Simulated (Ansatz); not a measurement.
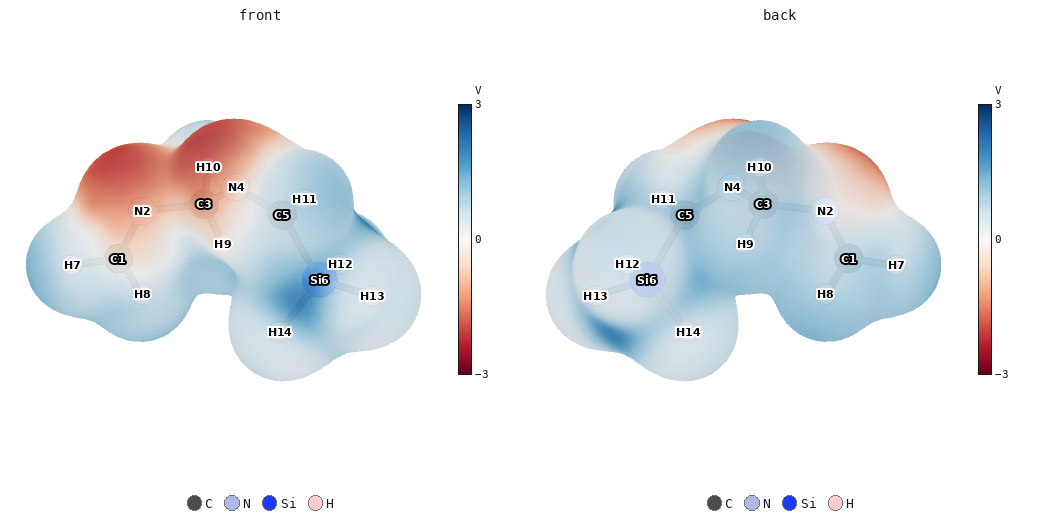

C3H8N2Si. The molecular electrostatic potential painted on the density surface at 0.004 e/bohr³, seen from the front and from behind; red is negative and blue positive.

All numbers below come from RKS B3LYP-D4/cc-pVDZ (Ansatz 0.2.0).

The calculation's input:

```
crystal:
  periodic: [false, false, false]
  atoms:
    - { symbol: C, position_ang: [1.0627, -2.1474, -0.6227] }
    - { symbol: "N", position_ang: [1.1789, -0.9239, -0.1563] }
    - { symbol: C, position_ang: [0.3649, -0.6807, 1.0379] }
    - { symbol: "N", position_ang: [-0.9333, -0.4957, 0.71] }
    - { symbol: C, position_ang: [-1.89421, -1.33621, 0.9848] }
    - { symbol: Si, position_ang: [-1.75657, -3.00309, 1.85437] }
    - { symbol: H, position_ang: [1.5814, -2.4022, -1.5414] }
    - { symbol: H, position_ang: [0.3809, -2.8394, -0.1948] }
    - { symbol: H, position_ang: [0.4969, -1.5039, 1.7958] }
    - { symbol: H, position_ang: [0.7979, 0.1865, 1.6143] }
    - { symbol: H, position_ang: [-2.9235, -1.11972, 0.64014] }
    - { symbol: H, position_ang: [-1.8378, -2.8587, 3.32524] }
    - { symbol: H, position_ang: [-2.93292, -3.88269, 1.43134] }
    - { symbol: H, position_ang: [-0.51857, -3.72632, 1.48193] }
basis:
  gaussian: { orbitals: cc-pVDZ }
hamiltonian:
  xc: b3lyp
  dispersion: d4
relax:
  f_tol: 0.015
  max_steps: 40
output:
  orbitals: {}
```

Launched as:

```sh
ansatz run input.yaml --threads 2 --pin off --max-ram 3072MiB --backend cpu --events-out ev --progress --plain --runs-dir out
```

The fields are those of the relaxed geometry.

### Where is the surface potential most negative and most positive?

The most negative region (about −2.1 V) lies over N2 and N4, the most positive (about +2.0 V) over Si6.
